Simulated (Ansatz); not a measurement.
Input

```
crystal:
  periodic: [false, false, false]
  atoms:
    - {symbol: C, position_ang: [-1.567881, -0.299553, 1.265730]}
    - {symbol: O, position_ang: [-1.092034, -0.314475, -0.049986]}
    - {symbol: C, position_ang: [0.154072, 0.331952, -0.229426]}
    - {symbol: C, position_ang: [1.301774, -0.462558, 0.370292]}
    - {symbol: C, position_ang: [0.324776, 0.531583, -1.718488]}
    - {symbol: H, position_ang: [-0.963886, -0.918293, 1.941564]}
    - {symbol: H, position_ang: [-1.600326, 0.722850, 1.669389]}
    - {symbol: H, position_ang: [-2.581945, -0.700595, 1.247996]}
    - {symbol: H, position_ang: [0.107951, 1.317494, 0.263725]}
    - {symbol: H, position_ang: [2.250221, 0.049975, 0.193681]}
    - {symbol: H, position_ang: [1.353048, -1.452427, -0.090500]}
    - {symbol: H, position_ang: [1.192364, -0.589420, 1.448993]}
    - {symbol: H, position_ang: [1.254725, 1.062199, -1.932837]}
    - {symbol: H, position_ang: [0.353967, -0.436015, -2.225595]}
    - {symbol: H, position_ang: [-0.508624, 1.106382, -2.125334]}
basis:
  gaussian: {orbitals: def2-TZVPP}
hamiltonian: {xc: pbe0, dispersion: d4}
output: {orbitals: {seedname: orbitals}}
```

Command:

```sh
ansatz run in.yaml --threads 4 --pin off --events-out ev --progress --plain --max-ram 10444MiB
```

Geometry: PBE0-D4/def2-TZVP.

Level of theory: Ansatz, RKS PBE0-D4/def2-TZVPP.

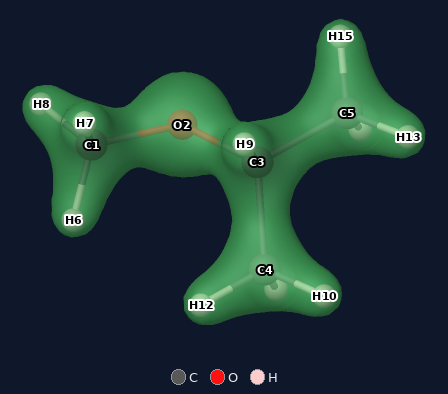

C₄H₁₀O (SMILES COC(C)C). Isosurface of the electron density at 1 e/Å³ (green), seen at a tilt.

Which contacts does the surface bridge?

At this value the surface is in one piece. It bridges the sampled C–O (1.40 Å), C–C (1.51 Å) and C–H (1.09 Å) contacts, where the density stays above the isovalue. On the grid the lowest density along these lines, outside the cores, is 1.8 e/Å³ (C–O, 1.40 Å), 1.7 e/Å³ (C–C, 1.51 Å) and 1.9 e/Å³ (C–H, 1.09 Å).
